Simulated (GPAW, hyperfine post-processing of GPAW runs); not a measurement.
# Ba2MgMn2O6: paramagnetic NMR shifts

Wanted: contact shifts and dipolar anisotropies of 25Mg, 17O and 137Ba in paramagnetic Ba2MgMn2O6 at 340 K.

Main program and level: GPAW 26.7.0; DFT, revPBE+U, plane-wave PAW, GPAW setups, collinear spin, scalar-relativistic.

## Step 1: The structure

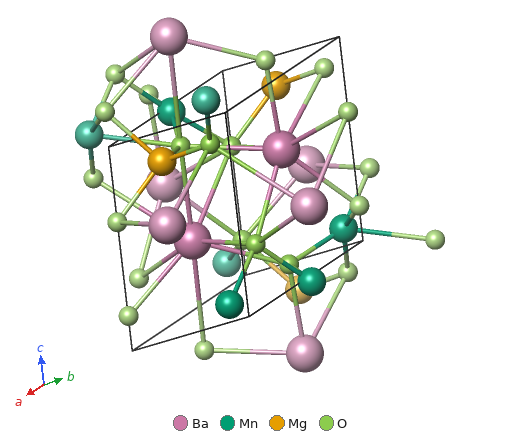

The starting structure, seen slightly off an axis (barium pink, manganese teal, magnesium orange, oxygen green). Some periodic images of atoms are drawn too.

As a file:

```cif
data_structure
_symmetry_space_group_name_H-M 'P1'
_symmetry_Int_Tables_number 1
_cell_length_a 5.7229
_cell_length_b 5.7993
_cell_length_c 6.0822
_cell_angle_alpha 63.257
_cell_angle_beta 85.485
_cell_angle_gamma 72.497
_cell_volume 171.54
loop_
_atom_site_label
_atom_site_type_symbol
_atom_site_symmetry_multiplicity
_atom_site_Wyckoff_symbol
_atom_site_fract_x
_atom_site_fract_y
_atom_site_fract_z
_atom_site_occupancy
Ba1 Ba 1 a 0.35378 0.77103 0.61748 1
Ba2 Ba 1 a 0.69986 0.30024 0.37875 1
Mn1 Mn 1 a 0.01060 0.86184 0.08692 1
Mn2 Mn 1 a 0.49178 0.03658 0.97638 1
Mg1 Mg 1 a 0.97744 0.40496 0.85178 1
O1 O 1 a 0.26647 0.27158 0.68475 1
O2 O 1 a 0.69284 0.28641 0.84187 1
O3 O 1 a 0.09727 0.10229 0.19065 1
O4 O 1 a 0.91178 0.75496 0.85421 1
O5 O 1 a 0.71371 0.83366 0.27711 1
O6 O 1 a 0.35947 0.73060 0.06303 1
```

The cell is a computed entry of the Materials Project; it need not be the form that is stable at ambient conditions. The atoms stand as given; the largest force on them is 0.22 eV/Å.

## Step 2: Saturated spin state

With all Mn moments parallel, the spin density at each nucleus is that of the fully magnetised paramagnet. A Hubbard U holds the open shell closer to the ion than the plain functional does, which changes how much spin reaches the ligands. GPAW's U acts on normalised projectors, so its value can't be carried over from other programs one to one.

File scf.py:

```python
import json
from ase import Atoms
from ase.parallel import parprint
from gpaw import GPAW, PW, FermiDirac, MixerDif

atoms = Atoms(['Ba', 'Ba', 'Mn', 'Mn', 'Mg', 'O', 'O', 'O', 'O', 'O', 'O'],
              cell=[[5.722852, 0.0, 0.0], [1.744196, 5.530758, 0.0], [0.478813, 2.718758, 5.419632]],
              scaled_positions=[[0.353783, 0.771032, 0.617479], [0.699865, 0.300245, 0.378746], [0.010601, 0.861841, 0.086917], [0.491776, 0.036584, 0.97638], [0.977437, 0.404964, 0.851779], [0.266473, 0.271583, 0.68475], [0.692841, 0.286409, 0.841866], [0.097266, 0.102288, 0.190653], [0.911783, 0.754962, 0.854214], [0.713708, 0.833661, 0.277107], [0.359466, 0.730596, 0.063026]],
              magmoms=[0.0, 0.0, 4.0, 4.0, 0.0, 0.0, 0.0, 0.0, 0.0, 0.0, 0.0], pbc=True)
atoms.calc = GPAW(mode=PW(500), xc='revPBE', kpts={'size': (4, 4, 4), 'gamma': True}, spinpol=True, setups={'Mn': ':d,3'},
                  occupations=FermiDirac(0.02, fixmagmom=True), mixer=MixerDif(0.12, 6, 30),
                  convergence={'density': 1e-5}, maxiter=150, symmetry={'tolerance': 1e-4},
                  legacy_gpaw=True, txt='scf.txt')
parprint('energy', atoms.get_potential_energy())
parprint('moment', atoms.get_magnetic_moment())
parprint('moments', json.dumps(atoms.get_magnetic_moments().round(4).tolist()))
parprint('fermi', json.dumps(list(map(float, atoms.calc.get_fermi_levels()))))
levels = [[e - f for k in range(len(atoms.calc.get_ibz_k_points())) for e in atoms.calc.get_eigenvalues(k, s)] for s, f in enumerate(atoms.calc.get_fermi_levels())]
parprint('gap', min(min(e for e in x if e > 0) + f for x, f in zip(levels, atoms.calc.get_fermi_levels())) - max(max(e for e in x if e <= 0) + f for x, f in zip(levels, atoms.calc.get_fermi_levels())))
parprint('positions', json.dumps(atoms.get_scaled_positions(wrap=False).round(6).tolist()))
parprint('forces', json.dumps(atoms.get_forces().round(4).tolist()))
atoms.calc.write('gs.gpw')
```

A second script reads the saved density on one core and turns GPAW's hyperfine parameters into fields at the nuclei:

File contact.py:

```python
import numpy as np
from ase import units
from gpaw import GPAW
from gpaw.hyperfine import G_FACTOR_E, alpha, hyperfine_parameters, paw_correction
from gpaw.utilities import unpack_density

calc = GPAW('gs.gpw', legacy_gpaw=True, txt=None)
tesla = units._e / units._hplanck / 7.6225932e6 / 2  # eV per unit g_N to the field at the nucleus
unit = np.pi * alpha**2 * G_FACTOR_E * units._me / units._mp * units.Ha
valence = hyperfine_parameters(calc, exclude_core=True)
print('atom     contact field (T): all, valence')
for a, s in enumerate(calc.get_atoms().symbols):
    args = unpack_density(calc.density.D_asp[a]), calc.wfs.setups[a], calc.hamiltonian.xc
    try:  # the response of the frozen core, atom by atom
        core = (paw_correction(*args, False) - paw_correction(*args, True)) * unit
    except AssertionError:
        core = np.full((3, 3), np.nan)
    print(f'{a + 1:3d} {s:2s} {np.trace(valence[a] + core) / 3 * tesla:11.5f} {np.trace(valence[a]) / 3 * tesla:11.5f}')
```

Launch:

```
> OMP_NUM_THREADS=1 mpirun -n 4 gpaw python scf.py > gpaw.log
> python contact.py
```

Numbers of over 12 decimals in the logs are rounded to 6 here.

Output:

```text
[a pick of lines from scf.txt and the scripts' output, long numbers rounded; set-up, eigenvalues, and the printed gap, site moments, positions and forces are left out]
Symmetries present (total): 1
64 k-points: 4 x 4 x 4 Monkhorst-Pack grid + [1/8,1/8,1/8]
36 k-points in the irreducible part of the Brillouin zone
  Cutoff energy: 500.000 eV
Occupation numbers: Fixed magnetic moment: 8.000
  width: 0.0200  # eV
XC parameters: revPBE with 2 nearest neighbor stencil
Number of bands in calculation: 67
Number of valence electrons: 96
iter:   1 00:39:25   -77.550201                   +8.0290
iter:   2 00:39:33   -73.479578   -0.35  -1.01    +8.0087
iter:   3 00:39:41   -71.330818   -0.42  -1.15    +8.0000
[... 14 further iterations ...]
iter:  18 00:41:40   -71.426014c  -8.43c -4.77    +8.0000
iter:  19 00:41:48   -71.426015c  -8.71c -4.88    +8.0000
iter:  20 00:41:56   -71.426015c  -8.63c -5.19c   +8.0000
Converged after 20 iterations.
Total magnetic moment: (0.000000, 0.000000, 8.000000)
Local magnetic moments:
Free energy:    -71.426015
Extrapolated:   -71.426015
Fermi levels: 6.24885, 7.10674
energy -71.426015
moment 8.000000
fermi [6.248850, 7.106737]
atom     contact field (T): all, valence
  1 Ba     3.62955     3.59271
  2 Ba     3.14446     3.11739
  3 Mn   -39.21942    47.59250
  4 Mn   -37.45077    49.67215
  5 Mg     0.63123     0.62441
  6 O      0.90294     0.87680
  7 O      1.92188     2.34737
  8 O      2.72554     2.91840
  9 O      2.15806     2.41871
 10 O      2.06477     1.82848
 11 O      1.81926     1.18047
```

Run time: 2.9 min. Hardware: 4 MPI ranks of Arm Neoverse V1, shared host; 12 min of CPU time.

The cell holds 8.00 μB on 2 Mn, so S = 2.00. The total moment is held at that value. The contact field is B = (2μ₀/3) μB ρ_s, 7.769 T for 1 e/Å³, and A_iso = γB/(2πS) sums over all ions. The valence part leaves out the polarisation of the frozen cores, which GPAW adds afterwards by solving for the core states in the spin-dependent potential:

| site | atom | atoms in cell | links to Mn | field (T) | valence part (T) | A_iso (MHz) |
| --- | --- | --- | --- | --- | --- | --- |
| Mg | 5 | 1 | 4 Mn through links of 77 to 153° (5) | 0.631 | 0.624 | -0.823 |
| O(1) | 6 | 1 | bonded to 1 Mn at 1.95 Å | 0.903 | 0.877 | -2.61 |
| O(2) | 7 | 1 | bonded to 2 Mn at 1.97 to 2.45 Å | 1.92 | 2.35 | -5.55 |
| O(3) | 8 | 1 | bonded to 2 Mn at 1.96 to 2.53 Å | 2.73 | 2.92 | -7.87 |
| O(4) | 9 | 1 | bonded to 2 Mn at 1.96 to 2.73 Å | 2.16 | 2.42 | -6.23 |
| O(5) | 10 | 1 | bonded to 2 Mn at 1.97 to 1.98 Å | 2.06 | 1.83 | -5.96 |
| O(6) | 11 | 1 | bonded to 2 Mn at 1.93 to 1.98 Å | 1.82 | 1.18 | -5.25 |
| Ba(1) | 1 | 1 | 8 Mn through links of 77 to 173° (13) | 3.63 | 3.59 | 8.64 |
| Ba(2) | 2 | 1 | 7 Mn through links of 78 to 84° (2), 89 to 97° (5), 98 to 106° (6) and 131° (1) | 3.14 | 3.12 | 7.49 |

## Step 3: Spin flips

Above the ordering point the moments are not free: their couplings set the Weiss constant, which scales every shift. Reversing one ion measures these couplings, and shows at once how much of each shift that ion sends.

Edit scf.py of step 2 so:

```diff
@@ -8,3 +8,3 @@
               scaled_positions=[[0.353783, 0.771032, 0.617479], [0.699865, 0.300245, 0.378746], [0.010601, 0.861841, 0.086917], [0.491776, 0.036584, 0.97638], [0.977437, 0.404964, 0.851779], [0.266473, 0.271583, 0.68475], [0.692841, 0.286409, 0.841866], [0.097266, 0.102288, 0.190653], [0.911783, 0.754962, 0.854214], [0.713708, 0.833661, 0.277107], [0.359466, 0.730596, 0.063026]],
-              magmoms=[0.0, 0.0, 4.0, 4.0, 0.0, 0.0, 0.0, 0.0, 0.0, 0.0, 0.0], pbc=True)
+              magmoms=[0.0, 0.0, -4.0, 4.0, 0.0, 0.0, 0.0, 0.0, 0.0, 0.0, 0.0], pbc=True)
 atoms.calc = GPAW(mode=PW(500), xc='revPBE', kpts={'size': (4, 4, 4), 'gamma': True}, spinpol=True, setups={'Mn': ':d,3'},
```

Output:

```text
[a pick of lines from scf.txt and the scripts' output, long numbers rounded; set-up, eigenvalues, and the printed gap, site moments, positions and forces are left out]
Symmetries present (total): 1
64 k-points: 4 x 4 x 4 Monkhorst-Pack grid + [1/8,1/8,1/8]
36 k-points in the irreducible part of the Brillouin zone
  Cutoff energy: 500.000 eV
Occupation numbers: Fixed magnetic moment: 0.000
  width: 0.0200  # eV
XC parameters: revPBE with 2 nearest neighbor stencil
Number of bands in calculation: 62
Number of valence electrons: 96
iter:   1 00:42:20   -77.453514                   +0.0000
iter:   2 00:42:28   -73.402570   -0.31  -1.00    +0.0000
iter:   3 00:42:35   -71.287602   -0.30  -1.15    -0.0000
[... 16 further iterations ...]
iter:  20 00:44:38   -71.437339c  -8.38c -4.83    +0.0000
iter:  21 00:44:46   -71.437339c  -8.83c -5.00    -0.0000
iter:  22 00:44:53   -71.437339c  -8.83c -5.22c   -0.0000
Converged after 22 iterations.
Total magnetic moment: (0.000000, 0.000000, -0.000000)
Local magnetic moments:
Free energy:    -71.437339
Extrapolated:   -71.437339
Fermi levels: 5.90529, 5.97142
energy -71.437339
moment -3.9118014383277e-16
fermi [5.905287, 5.971417]
atom     contact field (T): all, valence
  1 Ba    -1.12469    -1.11273
  2 Ba     0.85968     0.84858
  3 Mn    42.22339   -44.13485
[...]
10 O     -0.92438    -1.12433
 11 O      0.19311     0.31010
```

Run time: 2.9 min. Hardware: 4 MPI ranks; 12 min of CPU time.

The parallel state has -71.4260 eV at zero smearing. Each flip reverses one ion with all its periodic images. It gives an energy and, by half the change of the contact field, the share of that set of ions in each shift at 340 K (ppm; atoms of one site can get unlike shares):

| atom reversed | energy (eV) | change (meV) | Mg | O(1) | O(2) | O(3) | O(4) | O(5) | O(6) |
| --- | --- | --- | --- | --- | --- | --- | --- | --- | --- |
| Mn3 | -71.4373 | -11.3 | 1580 | 1570 | 7850 | 2030 | 2530 | 5910 | 3210 |
| Mn4 | -71.4373 | -11.3 | 912 | 1990 | -252 | 8740 | 6000 | 2250 | 3980 |

In mean-field theory Θ = ΔE (S + 1) / (6 S k_B), as a plain mean over the flips, not weighted by how often each ion occurs: Θ = -33 K. Couplings between an ion and its own images are missing, but in this cell they lie beyond the nearest magnetic neighbours. Θ = 0 is used for the shifts.

## Step 4: The ladder of functionals

Spin transfer to the ligands hangs on how far the functional delocalises the open shell, so other levels show how much the fields depend on it.

Contact fields (T) with all moments parallel; times on 4 MPI ranks of Arm Neoverse V1, shared host. The cutoff is 500 eV where none is named; the moment is held in each run.

| level | moment (μB) | time | Mg | O(1) | O(2) | O(3) | O(4) | O(5) |
| --- | --- | --- | --- | --- | --- | --- | --- | --- |
| revPBE +U Mn 3 eV | 8.00 | 2.9 min | 0.631 | 0.903 | 1.92 | 2.73 | 2.16 | 2.06 |
| revPBE | 8.00 | 2.8 min | 1.00 | 1.19 | 2.48 | 3.34 | 2.82 | 2.36 |
| revPBE +U Mn 1.8 eV | 8.00 | 3 min | 0.767 | 0.993 | 2.13 | 2.94 | 2.40 | 2.18 |
| revPBE +U Mn 4.2 eV | 8.00 | 2.9 min | 0.509 | 0.830 | 1.72 | 2.53 | 1.93 | 1.94 |
| LDA +U Mn 3 eV | 8.00 | 2.7 min | 0.802 | 0.496 | 1.42 | 2.26 | 1.71 | 1.44 |
| revPBE +U Mn 3 eV, 650 eV | 8.00 | 4.9 min | 0.622 | 0.893 | 1.89 | 2.71 | 2.13 | 2.05 |

## Step 5: Shifts at temperature

The shift is δ = B · g μB (S + 1) / (3 k_B (T − Θ)) with g = 2; at 340 K and Θ = 0 K one tesla gives 3951 ppm. The anisotropy is a sum over point dipoles on the Mn ions, scaled alike; on atoms bound to Mn, spin in their own p shell adds an anisotropy that this leaves out.

| site | nucleus | δ_iso (ppm) | with the calculated Θ | reduced anisotropy (ppm) | asymmetry |
| --- | --- | --- | --- | --- | --- |
| Mg | 25Mg | 2490 | 2270 | 1310 | 0.72 |
| O(1) | 17O | 3570 | 3250 | 4050 | 0.26 |
| O(2) | 17O | 7590 | 6920 | 3020 | 0.92 |
| O(3) | 17O | 10800 | 9820 | 3170 | 0.81 |
| O(4) | 17O | 8530 | 7780 | 3440 | 0.53 |
| O(5) | 17O | 8160 | 7440 | -3830 | 0.20 |
| O(6) | 17O | 7190 | 6550 | -4160 | 0.84 |
| Ba(1) | 137Ba | 14300 | 13100 | 996 | 0.38 |
| Ba(2) | 137Ba | 12400 | 11300 | -520 | 0.61 |

The reduced anisotropy is δ_zz − δ_iso, with zz the principal value farthest from δ_iso. The Weiss constant adds its own doubt: exchange couplings from semilocal functionals with a U can miss even their sign, and a Θ lower by 100 K would lower every shift by 23 %.

25Mg MAS at 9.4 T (24.5 MHz), 30 kHz, 340 K; contact and dipolar shift alone, no orbital or quadrupolar part; lines under 1.5 % of the strongest are left out. Lines of the NMR spectrum (strongest = 100):

| position (ppm) | label | intensity |
| --- | --- | --- |
| 1270.6 | Mg -1 | 10 |
| 2494.2 | Mg centre | 100 |
| 3717.7 | Mg +1 | 9.0 |
| 4941.3 | Mg +2 | 1.8 |

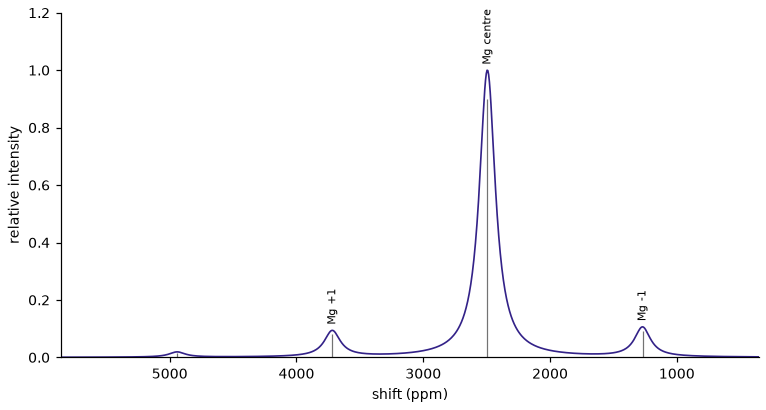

The NMR spectrum, broadened with Lorentzians of width 153 ppm; bars mark the lines.

137Ba MAS at 9.4 T (44.8 MHz), 30 kHz, 340 K; contact and dipolar shift alone, no orbital or quadrupolar part; lines under 1.5 % of the strongest are left out. Lines of the NMR spectrum (strongest = 100):

| position (ppm) | label | intensity |
| --- | --- | --- |
| 11754.5 | Ba(2) -1 | 4.4 |
| 12424.5 | Ba(2) centre | 100 |
| 13094.5 | Ba(2) +1 | 4.9 |
| 13671.3 | Ba(1) -1 | 16 |
| 14341.3 | Ba(1) centre | 78 |
| 15011.3 | Ba(1) +1 | 11 |
| 15681.3 | Ba(1) +2 | 3.5 |

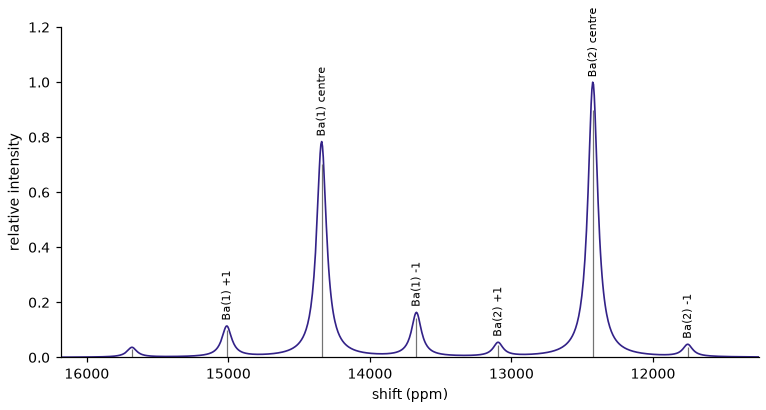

The NMR spectrum, broadened with Lorentzians of width 84 ppm; bars mark the lines.

## Step 6: Outcome

| Property | Result |
| --- | --- |
| spin of Mn | 2.00 |
| Weiss constant, mean field (rough, not used) | -33 K |
| 25Mg contact shift at 340 K, Θ = 0 K | 2490 ppm |
| 17O contact shift at 340 K, Θ = 0 K | 3570, 7590, 10800, 8530, 8160, 7190 ppm |
| 137Ba contact shift at 340 K, Θ = 0 K | 14300, 12400 ppm |

At 340 K the Mn moments shift 25Mg on Mg by 2490 ppm, 17O on O(1) by 3570 ppm, 17O on O(2) by 7590 ppm, 17O on O(3) by 10800 ppm, 17O on O(4) by 8530 ppm and 17O on O(5) by 8160 ppm, scaled with a pure Curie law. No measured Weiss constant is at hand, and the one from single flips is too rough to scale with, so the shifts are given for a pure Curie law; each 30 K of Θ would move them by about 9 %. The calculated Θ of -33 K would multiply them by 0.91. Over the levels shown, the field at Mg runs from 0.509 T (revPBE +U Mn 4.2 eV) to 1.00 T (revPBE). All this holds only well above the ordering temperature and the strongest exchange, neither of which is computed. The orbital (chemical) shift and the pseudocontact shift from g anisotropy are not included. GPAW's core response is not screened by the valence electrons and can be too large by up to a factor of two, so sites where total and valence fields differ much are unsure by that part. For anions bound to the magnetic ion the point-dipole anisotropy lacks the spin in their own p orbitals, and their lines are broad and relax fast. On O(6) total and valence fields differ by over a quarter of the total (by up to 0.35 times the total); that core part hangs on the functional and on the program's treatment of the cores, and where it exceeds the total neither size nor sign of the shift is settled. The dipole sum is for a spherical crystallite; bulk susceptibility, which broadens real lines, and quadrupolar couplings are left out.

[Logs are printed without paths, hosts, clocks, repeated set-up lines and the standing remarks that a program may print on its own settings, such as how far it seeks lower states.]

[Hosts, paths, dates, database ids (printed as entryN), source tags and the programs' standing remarks are cut or masked in the printed files.]
